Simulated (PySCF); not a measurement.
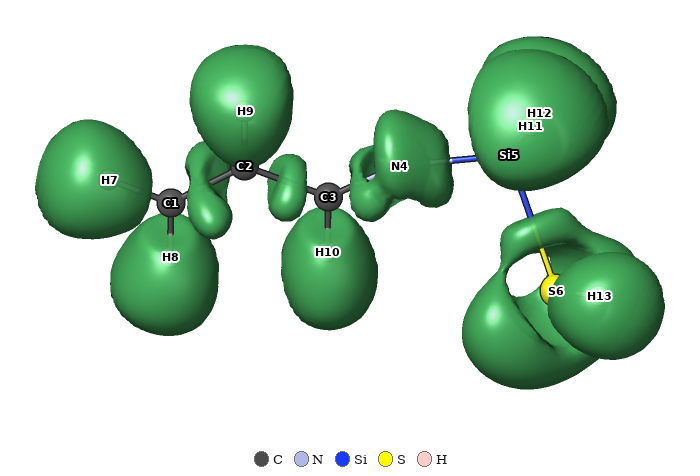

C3H7NSSi (SMILES C=C/C=N/[SiH2][SH+]) (charge +1, doublet). Isosurface of the electron localisation function at 0.8 (green), seen at a tilt. Core shells and regions of very low density are left out.

Geometry: GFN2-xTB.

All numbers below come from PySCF 2.14.0, density-fitted response routines, UKS B3LYP, pcH-1 on C H N S Si, non-relativistic, mean-field spin-orbit, GIAO.

```xyz
13

C    -2.8146   -0.7684   -0.5341
C    -1.8307   -0.4212    0.2979
C    -0.5513    0.0384   -0.1846
N     0.4076    0.3402    0.5622
Si    1.9750    0.9296    0.9051
S     3.2169    0.1044   -0.7324
H    -3.7617   -1.1211   -0.1592
H    -2.7128   -0.7176   -1.6072
H    -1.9442   -0.4736    1.3718
H    -0.4603    0.0987   -1.2754
H     2.3934    0.2520    2.1160
H     2.0117    2.3653    0.7231
H     4.0667   -0.6262   -0.0152
```

Question: Describe the localisation domains.

Answer: At this value the surface marks out two regions between bonded C–C atoms (shared pairs), seven regions around hydrogen nuclei, one region on N in which the atom's valence shell and bonds are merged and one region on S in which the atom's valence shell and bonds are merged. Along the contacts the grid gives the following. C–N (1.25 Å): the ELF peaks at about 0.90 between the atoms: a multiple bond. C–C (1.33 Å): the ELF peaks at about 0.95 between the atoms; a multiple bond.
